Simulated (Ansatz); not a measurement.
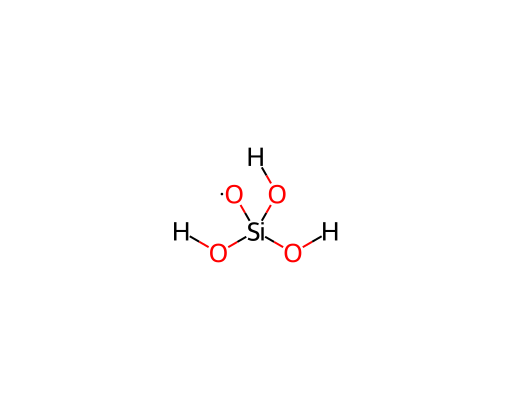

Structural formula above. State: neutral, doublet. The geometry was computed by an optimisation with PBE0-D4/def2-TZVP. No frequency run is at hand to confirm it as a minimum.

Describe the 3D structure.

It has 8 atoms: 3 hydrogen, 4 oxygen and 1 silicon (H3O4Si). As SMILES it reads `[O][Si](O)(O)O`. It has no ring. Among its groups: Si–O bond. It is an open-shell species. Coordination: 1 Si tetrahedral; 3 O bent.

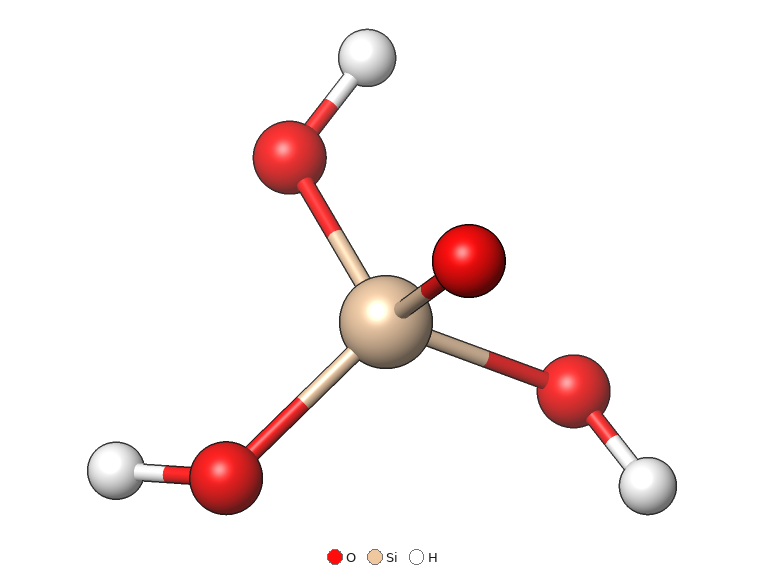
